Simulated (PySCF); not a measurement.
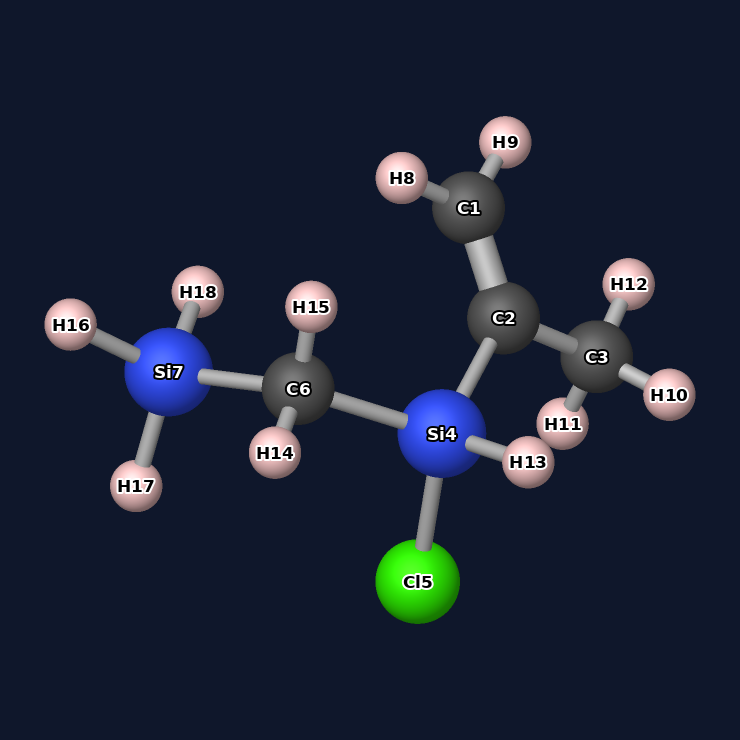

The thickness of each stick grows with its Mayer bond order. Computed geometry: GFN2-xTB optimisation. No frequency run is at hand to confirm it as a minimum. Method: PBE0/pcSseg-1 (PySCF 2.14.0).

### Which bond between heavy atoms has the highest Mayer bond order?

C1–C2, 1.98, at a length of 1.327 Å.

List the Mayer bond orders of C1–C2, C2–C3, C2–Si4, Si4–Cl5, Si4–C6, C6–Si7 (bonds between heavy atoms, one of each equivalent set).

```tsv
bond	Mayer order	length (Å)
C1–C2	1.98	1.327
C2–C3	1.05	1.500
C2–Si4	0.83	1.893
Si4–Cl5	0.96	2.032
Si4–C6	0.94	1.897
C6–Si7	0.90	1.907
```

The geometry is semi-empirical. Around Si such bond lengths and angles can be off by a tenth of an ångström or more and by several degrees, and values that hang on the shape move with them.
